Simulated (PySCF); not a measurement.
C$_{3}$H$_{10}$OSi$_{2}$ (SMILES O=CCC[SiH2][SiH3])

Input

```
{"job": {"kind": "nmr", "xc": "PBE0", "basis": "pcSseg-1"}, "charge": 0, "multiplicity": 1}
O     -0.856287     1.430364    -0.357644
C     -1.818372     0.722605    -0.232042
C     -1.760601    -0.745735     0.016761
C     -0.378792    -1.193138     0.469414
Si     1.032965    -0.497498    -0.633978
Si     2.120471     1.311735     0.289687
H     -2.839621     1.140878    -0.318658
H     -2.544260    -1.022020     0.728769
H     -2.018104    -1.222676    -0.935788
H     -0.352170    -2.282078     0.483072
H     -0.227225    -0.864749     1.499039
H      0.474996    -0.326166    -1.984503
H      1.942286    -1.654240    -0.797846
H      3.534419     1.002676     0.547388
H      1.561777     1.713298     1.585791
H      2.120918     2.495687    -0.568423
```

Command:

```sh
OMP_NUM_THREADS=1 python probes_run.py task.json out
```

Geometry: GFN2-xTB.

The calculation used PBE0/pcSseg-1, SCF density, gas phase, non-relativistic in PySCF.

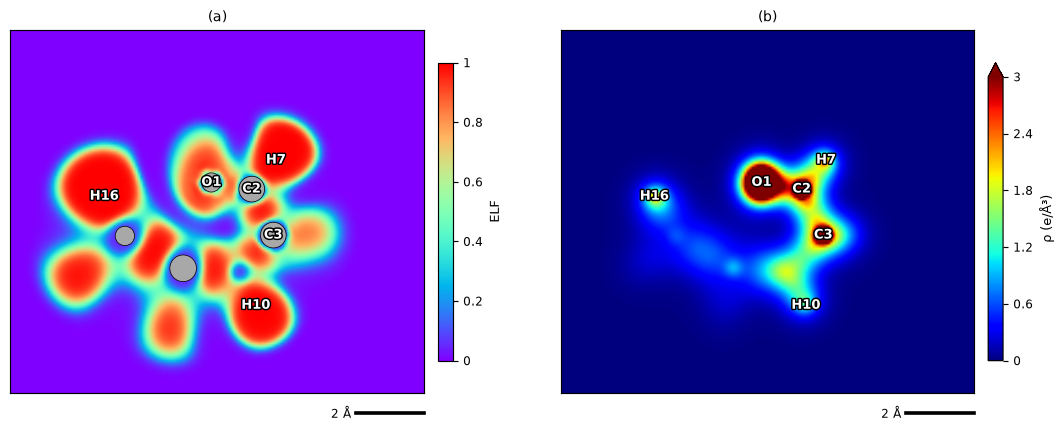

Figure 1. (a) ELF; (b) total electron density on the plane of atoms O1, C2 and C3. Grey discs cover the atomic cores in the ELF map.

Q: Read the bonding off the picture.

A:
- The section cuts through O, C and H sites.
- C–O (1.20 Å): ρ at the midpoint is about 3.4 e/Å³; the ELF peaks at about 0.85 between the atoms: a multiple bond.
- C–C (1.49 Å): the density is about 1.8 e/Å³ at the midpoint; the ELF peaks at about 0.95 between the atoms: localised, covalent bonding.
- C–H (1.11 Å): ρ at the midpoint is about 2 e/Å³; the ELF climbs to about 1 towards the hydrogen, as it does in any bond to H; an ordinary covalent bond to hydrogen.
- The ELF also peaks beside O1, away from the bonds: lone-pair regions.

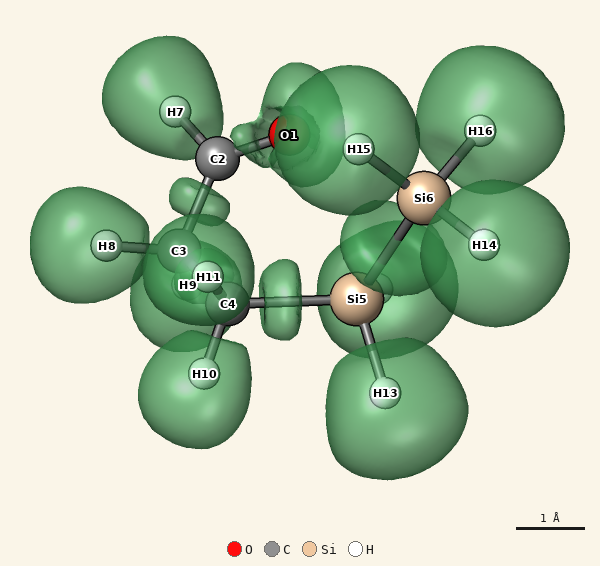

Figure 2. Isosurface of the electron localisation function at 0.8 (green), seen at a tilt. Only the valence region is drawn (cores and ρ < 0.01 e/Å³ removed).

Q: Where are the electrons localised?

A: The ELF exceeds this value in two regions between bonded C–C atoms (shared pairs), one region between bonded C–Si atoms (shared pairs), one region between bonded Si–Si atoms (shared pairs), ten regions around hydrogen nuclei and one region on O in which the atom's valence shell and bonds are merged.

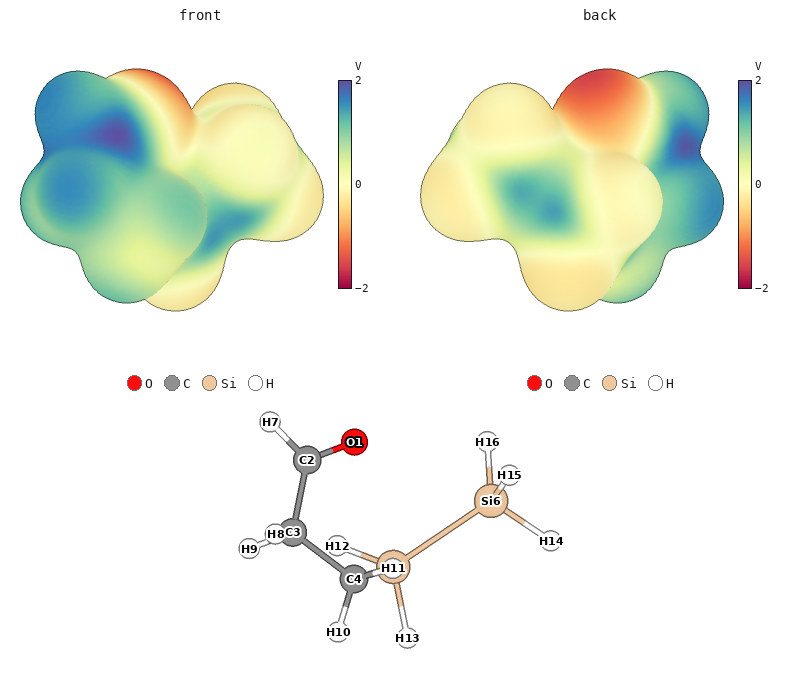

Figure 3. The molecular electrostatic potential painted on the density surface at 0.004 e/bohr³, seen from the front and from behind; red is negative and blue positive. The bare structure is drawn below in the same view.

Q: Where is the surface potential most negative and most positive?

A: The most negative region (about −1.5 V) lies over O1, the most positive (about +1.9 V) over the π face of C2. O1 is the likeliest acceptor of a hydrogen bond.

Q: How polar is the molecule by this calculation?

A: Its dipole moment is 3.61 D.
